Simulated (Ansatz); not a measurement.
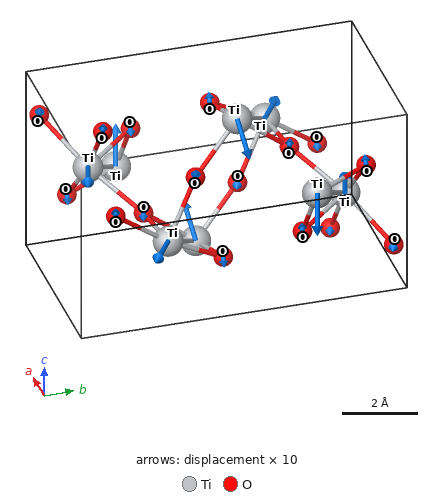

This is a relaxation of crystalline TiO$_{2}$ (set up in Pbca). The starting structure is drawn; blue arrows show the displacements, 10 times their true length.

The picture is a ball-and-stick view of the cell of the calculation, seen from a free direction.

Case: the database's cell, atoms relaxed.

Method: DFT r2SCAN, scalar-relativistic, plane waves, PAW (Ansatz 0.2.0). (plane-wave cutoff 500 eV; k-point mesh 6 × 4 × 4; occupations gaussian; smearing width 0.02 eV; no spin polarisation; atoms relaxed in a fixed cell; force threshold 0.01 eV/Å; at most 40 steps)

**Atoms of which element are displaced furthest, and by how much?**

Titanium: up to 0.12 Å, against 0.03 Å for oxygen.

**Describe the change and its energy.**

The largest moves, 0.12 Å, are those of Ti atoms. Largest moves by element: Ti 0.12 Å, O 0.03 Å. The lattice vectors keep their values. Some distances before and after: Ti–Ti 2.974 → 3.079 Å, O–Ti 1.946 → 1.858 Å, O–Ti 1.924 → 2.001 Å, O–Ti 1.987 → 2.062 Å. Bond angles that change, for instance: Ti–O–Ti 97.1° → 101.2°, Ti–O–Ti 127.6° → 123.5°. The space group stays Pbca (No. 61). The energy falls by 0.327 eV per cell of the calculation in 5 accepted moves (6 points after the start). Largest force component: 0.68 eV/Å at the start, 0.0084 eV/Å at the end. 1 step only repeated the SCF at the same geometry.
